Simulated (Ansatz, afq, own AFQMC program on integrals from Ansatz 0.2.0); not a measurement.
# NHO (triplet): quantum Monte Carlo beside coupled cluster at distance N1–O2 = 1.330 Å, cc-pVDZ

How near does AFQMC come to the top of the ladder for NHO (triplet)?

Program: Ansatz 0.2.0, Gaussian basis, and an in-house AFQMC program (afq) on its integrals; all values are calculated. Level of theory: cc-pVDZ, frozen cores. These are calculated values, not measurements.

The runs, in order: PBE (unrestricted); r2SCAN (unrestricted); PBE0 (unrestricted); B3LYP (unrestricted); wB97M-V (unrestricted); B2PLYP (unrestricted); CCSD(T) on UHF; CCSDT(Q) on UHF; Phaseless AFQMC, CISD trial on UHF.

## Step 1: What is computed

The geometry derives from a PBE0/def2-TZVP stationary point (not a proven minimum). One bond is set to the value named and the two fragments are kept rigid.

3 atoms, charge 0, spin multiplicity 3.

Atoms are counted from 1 here; the program's logs count them from 0.

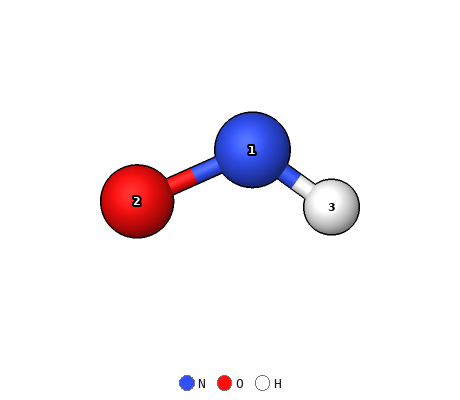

The geometry (nitrogen blue, oxygen red, hydrogen white); atoms are numbered from 1 in the order of the file.

## Step 2: PBE (unrestricted)

in.yaml reads:

```yaml
crystal:
  periodic: [false, false, false]
  atoms:
    - {symbol: N, position_ang: [0.000000, -0.132515, 0.656798]}
    - {symbol: O, position_ang: [0.000000, 0.073975, -0.657075]}
    - {symbol: H, position_ang: [0.000000, 0.667237, 1.302888]}
basis:
  gaussian: {orbitals: cc-pVDZ}
magnetization: {spin_polarized: true, initial_magnetization: 2}
hamiltonian: {xc: {name: PBE}}
output: {orbitals: {seedname: orbitals}}
```

On the command line:

```
$ ansatz run in.yaml --threads 1 --pin off --events-out ev --progress --plain --max-ram 1382MiB
```

The log of the run:

```text
Functional definition: PBE
  name "PBE"
  cite "Perdew, Burke & Ernzerhof, Phys. Rev. Lett. 77, 3865 (1996) doi:10.1103/PhysRevLett.77.3865"
  parent pbe
  parameter kappa = 0.804
  parameter beta = 0.06672455060314922
  exchange = pbe_x(kappa = kappa, mu = beta*pi^2/3)
  correlation = pbe_c(beta = beta)
391 factors; their error is unknown
mean field evaluation 1: about -3544.8261 eV, gradient 1.8e1 eV
mean field evaluation 2: about -3541.3432 eV, gradient 3.4e1 eV
mean field evaluation 4: about -3546.2407 eV, gradient 1.5e0 eV
mean field evaluation 8: about -3546.2276 eV, gradient 1.4e-2 eV
mean field -3546.22758328 eV, -130.3214599662 hartree, gradient 3.2e-5 eV, S^2 2.002985; 0 other end points of the search recorded, 0 dependent functions left out
reference -3546.22759730 eV, -130.3214604815 hartree; 9, 7 occupied and 24, 26 virtual orbitals, 391 factors
Total energy: -3546.22759730 eV, -130.3214604815 hartree
```

Wall time 0.39 s (1 thread of Arm Neoverse V2, shared host).

From the report: ⟨S²⟩ of the determinant 2.003 (pure triplet: 2.00).

## Step 3: r2SCAN (unrestricted)

Edit in.yaml of step 2 so:

```diff
@@ -9,3 +9,2 @@
 magnetization: {spin_polarized: true, initial_magnetization: 2}
-hamiltonian: {xc: {name: PBE}}
-output: {orbitals: {seedname: orbitals}}
+hamiltonian: {xc: {name: r2SCAN}}
```

Same command.

The log of the run:

```text
Functional definition: r2SCAN
  name "r2SCAN"
  cite "Furness, Kaplan, Ning, Perdew & Sun, J. Phys. Chem. Lett. 11, 8208 (2020) doi:10.1021/acs.jpclett.0c02405"
  cite "Furness, Kaplan, Ning, Perdew & Sun, J. Phys. Chem. Lett. 11, 9248 (2020) doi:10.1021/acs.jpclett.0c03077"
  parent r2scan
  parameter k0 = 0.174
  parameter k1 = 0.065
  parameter a1 = 4.9479
  exchange = r2scan_x(k0 = k0, k1 = k1, a1 = a1)
  correlation = r2scan_c
391 factors; their error is unknown
mean field evaluation 1: about -3547.1278 eV, gradient 1.6e1 eV
mean field evaluation 2: about -3545.8078 eV, gradient 2.4e1 eV
mean field evaluation 4: about -3548.1747 eV, gradient 1.5e0 eV
mean field evaluation 8: about -3548.1648 eV, gradient 2.3e-2 eV
mean field evaluation 16: about -3548.1648 eV, gradient 3.9e-5 eV
mean field -3548.16479678 eV, -130.3926512493 hartree, gradient 3.9e-5 eV, S^2 2.007388; 0 other end points of the search recorded, 0 dependent functions left out
reference -3548.16480074 eV, -130.3926513945 hartree; 9, 7 occupied and 24, 26 virtual orbitals, 391 factors
Total energy: -3548.16480074 eV, -130.3926513945 hartree
```

Run time: 0.99 s. Hardware: 1 thread of Arm Neoverse V2, shared host.

From the report: ⟨S²⟩ of the determinant 2.007 (pure triplet: 2.00).

## Step 4: PBE0 (unrestricted)

Edit in.yaml of step 3 so:

```diff
@@ -9,2 +9,3 @@
 magnetization: {spin_polarized: true, initial_magnetization: 2}
-hamiltonian: {xc: {name: r2SCAN}}
+hamiltonian: {xc: {name: PBE0}}
+output: {orbitals: {seedname: orbitals}}
```

The command is unchanged.

The log of the run:

```text
Functional definition: PBE0
  name "PBE0"
  cite "Adamo & Barone, J. Chem. Phys. 110, 6158 (1999) doi:10.1063/1.478522"
  cite "Perdew, Burke & Ernzerhof, Phys. Rev. Lett. 77, 3865 (1996) doi:10.1103/PhysRevLett.77.3865"
  parent pbe
  parameter a = 0.25
  parameter kappa = 0.804
  parameter beta = 0.06672455060314922
  exchange = (1 - a)*pbe_x(kappa = kappa, mu = beta*pi^2/3) + a*exact_x
  correlation = pbe_c(beta = beta)
311 factors; integrals over basis functions are off by at most 1.0e-3 eV
mean field evaluation 1: about -3545.2723 eV, gradient 1.3e1 eV
mean field evaluation 2: about -3545.4720 eV, gradient 1.1e1 eV
mean field evaluation 4: about -3545.9470 eV, gradient 1.4e0 eV
mean field evaluation 8: about -3545.9546 eV, gradient 3.3e-2 eV
mean field evaluation 16: about -3545.9547 eV, gradient 4.0e-5 eV
mean field -3545.95465659 eV, -130.3114300952 hartree, gradient 4.0e-5 eV, S^2 2.007037; 0 other end points of the search recorded, 0 dependent functions left out
reference -3545.95466641 eV, -130.3114304560 hartree; 9, 7 occupied and 24, 26 virtual orbitals, 311 factors
Total energy: -3545.95466641 eV, -130.3114304560 hartree
```

It took 0.48 s on 1 thread of Arm Neoverse V2, shared host.

From the report: ⟨S²⟩ of the determinant 2.007 (pure triplet: 2.00).

## Step 5: B3LYP (unrestricted)

Edit in.yaml of step 4 so:

```diff
@@ -9,3 +9,2 @@
 magnetization: {spin_polarized: true, initial_magnetization: 2}
-hamiltonian: {xc: {name: PBE0}}
-output: {orbitals: {seedname: orbitals}}
+hamiltonian: {xc: {name: B3LYP}}
```

Same command.

The log of the run:

```text
Functional definition: B3LYP
  name "B3LYP"
  cite "Stephens, Devlin, Chabalowski & Frisch, J. Phys. Chem. 98, 11623 (1994) doi:10.1021/j100096a001"
  cite "Becke, Phys. Rev. A 38, 3098 (1988) doi:10.1103/PhysRevA.38.3098"
  cite "Lee, Yang & Parr, Phys. Rev. B 37, 785 (1988) doi:10.1103/PhysRevB.37.785"
  cite "Vosko, Wilk & Nusair, Can. J. Phys. 58, 1200 (1980) doi:10.1139/p80-159"
  parameter a0 = 0.2
  parameter ax = 0.72
  parameter ac = 0.81
  exchange = (1 - a0 - ax)*slater_x + ax*b88_x + a0*exact_x
  correlation = (1 - ac)*vwn_rpa_c + ac*lyp_c
311 factors; integrals over basis functions are off by at most 1.0e-3 eV
mean field evaluation 1: about -3548.9207 eV, gradient 1.4e1 eV
mean field evaluation 2: about -3548.9688 eV, gradient 1.4e1 eV
mean field evaluation 4: about -3549.7917 eV, gradient 1.4e0 eV
mean field evaluation 8: about -3549.7984 eV, gradient 2.3e-2 eV
mean field evaluation 16: about -3549.7984 eV, gradient 5.5e-5 eV
mean field -3549.79844225 eV, -130.4526866128 hartree, gradient 5.5e-5 eV, S^2 2.006300; 0 other end points of the search recorded, 0 dependent functions left out
reference -3549.79855655 eV, -130.4526908134 hartree; 9, 7 occupied and 24, 26 virtual orbitals, 311 factors
Total energy: -3549.79855655 eV, -130.4526908134 hartree
```

Wall time 0.48 s (1 thread of Arm Neoverse V2, shared host).

From the report: ⟨S²⟩ of the determinant 2.006 (pure triplet: 2.00).

## Step 6: wB97M-V (unrestricted)

Edit in.yaml of step 5 so:

```diff
@@ -9,2 +9,3 @@
 magnetization: {spin_polarized: true, initial_magnetization: 2}
-hamiltonian: {xc: {name: B3LYP}}
+hamiltonian: {xc: {name: wB97M-V}}
+output: {orbitals: {seedname: orbitals}}
```

Same command.

The log of the run:

```text
Functional definition: wB97M-V
  name "wB97M-V"
  cite "Mardirossian & Head-Gordon, J. Chem. Phys. 144, 214110 (2016) doi:10.1063/1.4952647"
  cite "Becke, J. Chem. Phys. 107, 8554 (1997) doi:10.1063/1.475007"
  cite "Vydrov & Van Voorhis, J. Chem. Phys. 133, 244103 (2010) doi:10.1063/1.3521275"
  # Of w^i u^j: cxij and so on, Table III.
  parameter omega = 0.3/bohr
  parameter cx = 0.15
  parameter cx01 = 1.007
  parameter cx10 = 0.259
  parameter css00 = 0.443
  parameter css04 = -1.437
  parameter css10 = -4.535
  parameter css20 = -3.390
  parameter css43 = 4.278
  parameter cos00 = 1.000
  parameter cos10 = 1.358
  parameter cos20 = 2.924
  parameter cos21 = -8.812
  parameter cos60 = -1.390
  parameter cos61 = 9.142
  parameter b = 6.0
  parameter c = 0.01
  gx(w, u) = 1 - cx + cx01*u + cx10*w
  gss(w, u) = css00 + css04*u^4 + css10*w + css20*w^2 + css43*w^4*u^3
  gos(w, u) = cos00 + cos10*w + (cos20 + cos21*u)*w^2 + (cos60 + cos61*u)*w^6
  exchange = spin_sum(e_x_unif_sr(omega)*gx(b97_w, b97_u_x)) + cx*exact_x_sr(omega) + exact_x_lr(omega)
  correlation = spin_sum(e_c_pw_mod_same_spin*gss(b97_w, b97_u_same))
      + integral(e_c_pw_mod_opposite_spin*gos(b97_w_opposite, b97_u_opposite)) + vv10(b, c)
311 factors; integrals over basis functions are off by at most 1.0e-3 eV
75 factors; integrals over basis functions are off by at most 1.1e-5 eV
mean field evaluation 1: about -3548.0514 eV, gradient 1.1e1 eV
mean field evaluation 2: about -3548.3819 eV, gradient 7.1e0 eV
mean field evaluation 4: about -3548.5577 eV, gradient 8.2e-1 eV
mean field evaluation 8: about -3548.5631 eV, gradient 5.7e-2 eV
mean field evaluation 16: about -3548.5633 eV, gradient 2.9e-4 eV
mean field -3548.56326021 eV, -130.4072945103 hartree, gradient 2.0e-5 eV, S^2 2.006210; 0 other end points of the search recorded, 0 dependent functions left out
reference -3548.56327606 eV, -130.4072950925 hartree; 9, 7 occupied and 24, 26 virtual orbitals, 311 factors
Total energy: -3548.56327606 eV, -130.4072950925 hartree
```

It took 1.9 s on 1 thread of Arm Neoverse V2, shared host.

From the report: ⟨S²⟩ of the determinant 2.006 (pure triplet: 2.00).

## Step 7: B2PLYP (unrestricted)

Edit in.yaml of step 6 so:

```diff
@@ -9,3 +9,3 @@
 magnetization: {spin_polarized: true, initial_magnetization: 2}
-hamiltonian: {xc: {name: wB97M-V}}
-output: {orbitals: {seedname: orbitals}}
+hamiltonian: {xc: {name: B2PLYP}}
+correlation: {electrons: outside_noble_gas}
```

Launched as before.

The log of the run:

```text
Functional definition: B2PLYP
  name "B2PLYP"
  cite "Grimme, J. Chem. Phys. 124, 034108 (2006) doi:10.1063/1.2148954"
  cite "Becke, Phys. Rev. A 38, 3098 (1988) doi:10.1103/PhysRevA.38.3098"
  cite "Lee, Yang & Parr, Phys. Rev. B 37, 785 (1988) doi:10.1103/PhysRevB.37.785"
  parameter a = 0.53
  parameter c = 0.27
  exchange = (1 - a)*b88_x + a*exact_x
  correlation = (1 - c)*lyp_c + c*(mp2_os + mp2_ss)
311 factors; integrals over basis functions are off by at most 1.0e-3 eV
mean field evaluation 1: about -3543.0787 eV, gradient 1.1e1 eV
mean field evaluation 2: about -3543.0786 eV, gradient 1.1e1 eV
mean field evaluation 4: about -3543.5883 eV, gradient 3.2e0 eV
mean field evaluation 8: about -3543.6576 eV, gradient 1.6e-1 eV
mean field evaluation 16: about -3543.6594 eV, gradient 1.2e-3 eV
mean field -3543.65936244 eV, -130.2270795912 hartree, gradient 7.7e-6 eV, S^2 2.013557; 0 other end points of the search recorded, 0 dependent functions left out
2 core orbitals not correlated: weight in the atoms' cores, before any rotation towards them, 1.000 or more for the frozen orbitals, at most 0.000 for the correlated occupied ones
reference -3543.65943285 eV, -130.2270821788 hartree; 7, 5 occupied and 24, 26 virtual orbitals, 311 factors
second order -11.10826120 eV of doubles, -0.00000000 eV of singles
Total energy: -3546.65866338 eV, -130.3373018676 hartree
```

It took 0.6 s on 1 thread of Arm Neoverse V2, shared host.

From the report: ⟨S²⟩ of the determinant 2.014 (pure triplet: 2.00).

## Step 8: CCSD(T) on UHF

Edit in.yaml of step 7 so:

```diff
@@ -9,3 +9,2 @@
 magnetization: {spin_polarized: true, initial_magnetization: 2}
-hamiltonian: {xc: {name: B2PLYP}}
-correlation: {electrons: outside_noble_gas}
+correlation: {method: ccsd_t, electrons: outside_noble_gas, hamiltonian_folder: ham}
```

Same command.

The log of the run:

```text
Functional definition: HF
  name "HF"
  cite "Fock, Z. Phys. 61, 126 (1930) doi:10.1007/BF01340294"
  parent pbe
  exchange = exact_x
  correlation = 0
311 factors; integrals over basis functions are off by at most 1.0e-3 eV
mean field evaluation 1: about -3530.5001 eV, gradient 1.2e1 eV
mean field evaluation 2: about -3530.5026 eV, gradient 1.2e1 eV
mean field evaluation 4: about -3531.3690 eV, gradient 3.5e0 eV
mean field evaluation 8: about -3531.6953 eV, gradient 6.2e-1 eV
mean field evaluation 16: about -3531.7252 eV, gradient 2.1e-6 eV
mean field evaluation 32: about -3530.6175 eV, gradient 6.6e0 eV
mean field evaluation 64: about -3529.6109 eV, gradient 3.5e-4 eV
mean field -3531.72521071 eV, -129.7885076042 hartree, gradient 2.1e-6 eV, S^2 2.021147; 3 other end points of the search recorded, 0 dependent functions left out
determinant -3531.72521071 eV, -129.7885076042 hartree, with singles and doubles -3540.79833498 eV, -130.1219387711 hartree
determinant -3529.61091235 eV, -129.7108085725 hartree, with singles and doubles -3537.55803109 eV, -130.0028597996 hartree
2 core orbitals not correlated: weight in the atoms' cores, before any rotation towards them, 1.000 or more for the frozen orbitals, at most 0.000 for the correlated occupied ones
reference -3531.72521071 eV, -129.7885076042 hartree; 7, 5 occupied and 24, 26 virtual orbitals, 311 factors
second order -8.19128334 eV of doubles, -0.00000000 eV of singles
cycle   1  -9.07363141 eV  change   -5.1e-4 eV  update   2.7e-3
cycle   2  -9.07499978 eV  change   -1.4e-3 eV  update   1.8e-3
cycle   3  -9.07553997 eV  change   -5.4e-4 eV  update   1.1e-3
cycle   4  -9.07614650 eV  change   -6.1e-4 eV  update   4.1e-4
cycle   5  -9.07740035 eV  change   -1.3e-3 eV  update   1.5e-4
cycle   6  -9.07774583 eV  change   -3.5e-4 eV  update   8.3e-5
cycle   7  -9.07780781 eV  change   -6.2e-5 eV  update   3.8e-5
cycle   8  -9.07783114 eV  change   -2.3e-5 eV  update   1.3e-5
cycle   9  -9.07785203 eV  change   -2.1e-5 eV  update   4.8e-6
cycle  10  -9.07785520 eV  change   -3.2e-6 eV  update   1.3e-6
perturbative correction -0.27954344 eV, -0.0102730321 hartree
Total energy: -3541.08260935 eV, -130.1323856617 hartree
```

It took 0.78 s on 1 thread of Arm Neoverse V2, shared host.

From the report: ⟨S²⟩ of the determinant 2.021 (pure triplet: 2.00); correlation -9.3574 eV; T1 0.060; largest double amplitude 0.11.

This run also writes the integrals to the folder ham.

## Step 9: CCSDT(Q) on UHF

Edit in.yaml of step 8 so:

```diff
@@ -9,2 +9,2 @@
 magnetization: {spin_polarized: true, initial_magnetization: 2}
-correlation: {method: ccsd_t, electrons: outside_noble_gas, hamiltonian_folder: ham}
+correlation: {method: ccsdt_q, electrons: outside_noble_gas}
```

Same command.

The log of the run:

```text
Functional definition: HF
  name "HF"
  cite "Fock, Z. Phys. 61, 126 (1930) doi:10.1007/BF01340294"
  parent pbe
  exchange = exact_x
  correlation = 0
567 factors; integrals over basis functions are off by at most 1.6e-7 eV
mean field evaluation 1: about -3530.5001 eV, gradient 1.2e1 eV
mean field evaluation 2: about -3530.5026 eV, gradient 1.2e1 eV
mean field evaluation 4: about -3531.3691 eV, gradient 3.5e0 eV
mean field evaluation 8: about -3531.6954 eV, gradient 6.2e-1 eV
mean field evaluation 16: about -3531.7253 eV, gradient 2.1e-6 eV
mean field evaluation 32: about -3530.6167 eV, gradient 6.6e0 eV
mean field evaluation 64: about -3529.6110 eV, gradient 3.5e-4 eV
mean field -3531.72527675 eV, -129.7885100312 hartree, gradient 2.1e-6 eV, S^2 2.021147; 3 other end points of the search recorded, 0 dependent functions left out
determinant -3531.72527675 eV, -129.7885100312 hartree, with singles and doubles -3540.79839709 eV, -130.1219410536 hartree
determinant -3529.61096932 eV, -129.7108106663 hartree, with singles and doubles -3537.55808803 eV, -130.0028618922 hartree
2 core orbitals not correlated: weight in the atoms' cores, before any rotation towards them, 1.000 or more for the frozen orbitals, at most 0.000 for the correlated occupied ones
reference -3531.72527675 eV, -129.7885100312 hartree; 7, 5 occupied and 24, 26 virtual orbitals, 567 factors
second order -8.19130247 eV of doubles, -0.00000000 eV of singles
cycle   1  -8.42956742 eV  change   -2.4e-1 eV  update   1.1e-1
cycle   2  -8.95293555 eV  change   -5.2e-1 eV  update   4.9e-2
cycle   3  -9.33467762 eV  change   -3.8e-1 eV  update   4.5e-2
cycle   4  -9.34279357 eV  change   -8.1e-3 eV  update   2.6e-2
cycle   5  -9.36380995 eV  change   -2.1e-2 eV  update   1.3e-2
cycle   6  -9.39131361 eV  change   -2.8e-2 eV  update   5.3e-3
cycle   7  -9.38730247 eV  change    4.0e-3 eV  update   2.3e-3
cycle   8  -9.38637546 eV  change    9.3e-4 eV  update   1.2e-3
cycle   9  -9.38839963 eV  change   -2.0e-3 eV  update   5.5e-4
cycle  10  -9.38767789 eV  change    7.2e-4 eV  update   2.5e-4
cycle  11  -9.38808091 eV  change   -4.0e-4 eV  update   1.2e-4
cycle  12  -9.38809036 eV  change   -9.4e-6 eV  update   5.6e-5
cycle  13  -9.38806024 eV  change    3.0e-5 eV  update   2.7e-5
cycle  14  -9.38807332 eV  change   -1.3e-5 eV  update   1.1e-5
cycle  15  -9.38808197 eV  change   -8.7e-6 eV  update   5.5e-6
cycle  16  -9.38808073 eV  change    1.2e-6 eV  update   2.5e-6
cycle  17  -9.38807928 eV  change    1.4e-6 eV  update   1.3e-6
cycle  18  -9.38807601 eV  change    3.3e-6 eV  update   6.5e-7
cycle  19  -9.38807475 eV  change    1.3e-6 eV  update   3.2e-7
perturbative correction -0.04436539 eV, -0.0016303979 hartree
Total energy: -3541.15771689 eV, -130.1351458129 hartree
```

Wall time 12 s (1 thread of Arm Neoverse V2, shared host); peak memory 0.27 GiB.

From the report: ⟨S²⟩ of the determinant 2.021 (pure triplet: 2.00); correlation -9.4324 eV; T1 0.062; largest double amplitude 0.13.

## Step 10: Phaseless AFQMC, CISD trial on UHF

It reads the integrals that the CCSD(T) run on this determinant wrote.

On the command line:

```
$ afq ham --method phaseless --trial cisd --walkers 60 --populations 1 --least-time 40 --time-step 0.005 --steps-per-block 50 --equilibration-blocks 28 --max-blocks 300 --target-error 0.00042 --factor-cut 1e-05 --start spin_pure --seed 8333 --release-times 0.24,0.51,0.99,1.62,2.4 --release-step 0.03 --release-every 4 --taylor-order 6
```

The log of the run:

```text
orbitals 31  electrons 7 5  factors 229 of 311
reference energy -129.78850760 Eh
CCSD correlation -0.33360499 Eh in 13 cycles, weight of the determinant in the CISD state 0.8201
energy of the start -130.121274 Eh
 block  time / (1/Eh)  mean weight  energy / Eh
     1     0.250  1.0018  -130.118287
     2     0.500  1.0003  -130.125150
     3     0.750  0.9979  -130.132263
     4     1.000  1.0024  -130.129147
     5     1.250  0.9991  -130.130916
     6     1.500  0.9998  -130.130154
     7     1.750  1.0029  -130.132911
     8     2.000  1.0001  -130.133275
     9     2.250  0.9989  -130.133384
    10     2.500  1.0017  -130.138504
    17     4.250  0.9976  -130.130767
    25     6.250  0.9994  -130.120926
    33     8.250  1.0044  -130.136946
    41    10.250  0.9978  -130.133570
    49    12.250  0.9994  -130.132845
    57    14.250  1.0000  -130.155539
    65    16.250  1.0009  -130.146050
    73    18.250  0.9986  -130.131432
    81    20.250  1.0014  -130.139717
    89    22.250  0.9965  -130.128002
    97    24.250  1.0026  -130.133336
   105    26.250  1.0041  -130.135456
   113    28.250  1.0036  -130.136371
   121    30.250  0.9989  -130.122166
   129    32.250  1.0026  -130.134770
   137    34.250  0.9978  -130.125000
   145    36.250  0.9980  -130.125580
   153    38.250  1.0013  -130.127797
   161    40.250  1.0006  -130.123020
   169    42.250  1.0032  -130.139379
   177    44.250  0.9992  -130.135242
   185    46.250  0.9988  -130.124656
   193    48.250  1.0038  -130.131323
   201    50.250  0.9941  -130.135003
   209    52.250  0.9995  -130.138482
   217    54.250  0.9977  -130.128530
   225    56.250  1.0012  -130.126712
   233    58.250  1.0004  -130.148572
   241    60.250  0.9980  -130.144171
   249    62.250  1.0004  -130.131172
   257    64.250  1.0032  -130.138568
   265    66.250  0.9973  -130.140287
   273    68.250  0.9987  -130.125692
   281    70.250  0.9966  -130.135951
   289    72.250  1.0026  -130.133545
   297    74.250  0.9980  -130.130934
   305    76.250  1.0030  -130.128300
   313    78.250  0.9982  -130.135569
   321    80.250  1.0005  -130.113102
blocks merged  error / Eh  count
     1  0.000575  300
     2  0.000646  150
     4  0.000776  75
     8  0.000888  37
    16  0.000932  18
    32  0.000842  9
released: time / (1/Eh)  energy / Eh  error  mean overlap
  0.24  -130.132896  0.001390  0.9887
  0.51  -130.133795  0.001344  0.9820
  0.99  -130.135957  0.001400  0.9661
  1.62  -130.136772  0.001247  0.9597
  2.40  -130.134971  0.001632  0.9532
energy -130.132702 +/- 0.000932 Eh
```

Wall time 4.7 min (1 thread of Arm Neoverse V2, shared host).

Energy -3541.0912 ± 0.0254 eV. Caveats: constraint bias not in the error; error above the target.

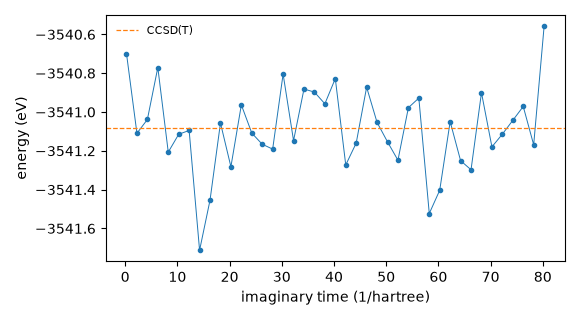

Block energies along the walk.

## Step 11: All levels side by side

On the UHF determinant, counted from CCSDT(Q) (a yardstick, not exact):

```
                                              level  energy (eV)  from CCSDT(Q) (meV)  statistical error (meV)     time
                                                 HF   -3531.7252              +9432.5                                  
                                                MP2   -3539.9165              +1241.2                                  
                                               CCSD   -3540.8031               +354.7                                  
                                            CCSD(T)   -3541.0826                +75.1                                  
                                           CCSDT(Q)   -3541.1577                  0.0                                  
Phaseless AFQMC, CISD trial, step 0.005, 60 walkers   -3541.0912                +66.5                     25.4  4.7 min
```

The functionals' totals stand on their own zeros and serve differences with other points: PBE -3546.228 eV; r2SCAN -3548.165 eV; PBE0 -3545.955 eV; B3LYP -3549.799 eV; wB97M-V -3548.563 eV; B2PLYP -3546.659 eV.

## Step 12: What came out

| quantity | value |
| --- | --- |
| CCSD(T) on UHF from CCSDT(Q) | +75.1 meV |
| Phaseless AFQMC, CISD trial on UHF from CCSDT(Q) | +66.5 ± 25.4 meV |

In words: On UHF the phaseless walk with the CISD trial lies +66.5 meV from CCSDT(Q), within three error bars. Error bars are statistical and leave out the constraint, the time step and what remains of the start.
